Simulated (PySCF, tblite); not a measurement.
# C₆H₁₁F₂NSi: geometry, infrared bands and NMR shifts

What infrared bands and NMR shifts should C₆H₁₁F₂NSi (`C=C[Si@@H]1NCC[C@H]1C(F)F`) show?

Computed with tblite 0.8.0 and PySCF 2.14.0, with density-fitted response routines of our own, on a single molecule in the gas phase. Atoms are numbered from 0 throughout.

### Step 1. The molecule as given

21 atoms, charge 0, multiplicity 1; geometry from: force field or distance geometry start.

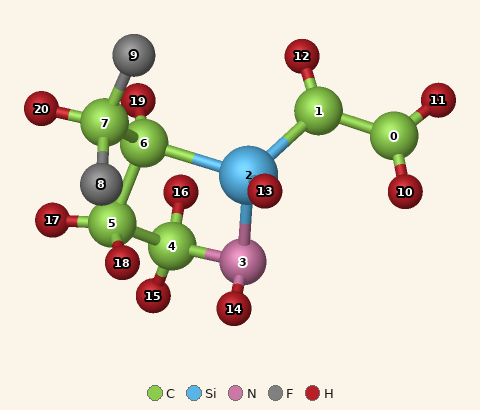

As it starts; carbon green, silicon blue, nitrogen pink, fluorine grey, hydrogen red, atoms numbered.

### Step 2. Relaxing the molecule with GFN2-xTB

Job settings and geometry (Å):

```
{"job": {"kind": "relax", "xc": "GFN2-xTB", "basis": "xTB"}, "charge": 0, "multiplicity": 1}
C      3.241200     0.800400    -0.172600
C      1.960700     0.986600    -0.610000
Si     0.643700     0.314400     0.446500
N      0.799600    -1.461700     0.428300
C     -0.231100    -1.793600    -0.529200
C     -1.472900    -1.061100    -0.059700
C     -1.066100     0.394800    -0.363600
C     -2.015400     1.273300     0.382000
F     -2.233500     0.848400     1.687100
F     -1.680000     2.619500     0.321300
H      3.350400     0.270800     0.768000
H      4.068200     1.176500    -0.753700
H      1.754800     1.506100    -1.525000
H      0.619100     0.865900     1.795500
H      0.523500    -1.798300     1.400500
H     -0.393700    -2.877600    -0.625400
H      0.026900    -1.326000    -1.523000
H     -2.394000    -1.346400    -0.556900
H     -1.472200    -1.145900     1.049400
H     -1.009900     0.566200    -1.444200
H     -3.028300     1.204700    -0.115900
```

Command:

```bash
$ OMP_NUM_THREADS=1 python probes_run.py task.json out
```

The driver reads the jobs from task.json and runs them one after another.

**Question.** This job is followed by: GFN2-xTB harmonic vibrations, gas phase; GIAO PBE0/pcSseg-1 NMR shielding, non-relativistic, gas phase. What will the session give for the following? strongest single infrared mode (GFN2-xTB); zero-point energy (GFN2-xTB); 13C shifts against TMS (PBE0/pcSseg-1); 1H shifts against TMS (PBE0/pcSseg-1); 29Si shifts against TMS (PBE0/pcSseg-1); 15N shifts against NH3 (PBE0/pcSseg-1); 19F shifts against CFCl3 (PBE0/pcSseg-1).

The runs gave:

| quantity | value |
| --- | --- |
| strongest single infrared mode (GFN2-xTB) | 2261 cm⁻¹, 280 km/mol |
| zero-point energy (GFN2-xTB) | 100.9 kcal/mol |
| 13C shifts against TMS (PBE0/pcSseg-1) | 145.5, 144.4, 124.9, 49.6, 38.4, 30.1 ppm |
| 1H shifts against TMS (PBE0/pcSseg-1) | 6.47, 6.43, 6.38, 6.27, 5.33, 3.52, 3.43, 1.92, 1.90, 1.56, 0.30 ppm |
| 29Si shifts against TMS (PBE0/pcSseg-1) | -14.8 ppm |
| 15N shifts against NH3 (PBE0/pcSseg-1) | 34.0 ppm |
| 19F shifts against CFCl3 (PBE0/pcSseg-1) | -122.7, -136.9 ppm |

In words: The optimisation took 208 steps and gained 1.168 eV; among the close pairs (by a distance rule), Si2–N3 changed most, from 1.783 to 1.717 Å. No mode is imaginary among the 57: a minimum at this level. The strongest single mode, at 2261 cm⁻¹, moves mainly H13. GFN2-xTB is a fitted tight-binding method: band positions and strengths are rough. Its intensities can rank the bands wrongly. C1 (alkene CH) lies farthest downfield among carbon, at 145.5 ppm; an sp2 carbon of a C=C bond.
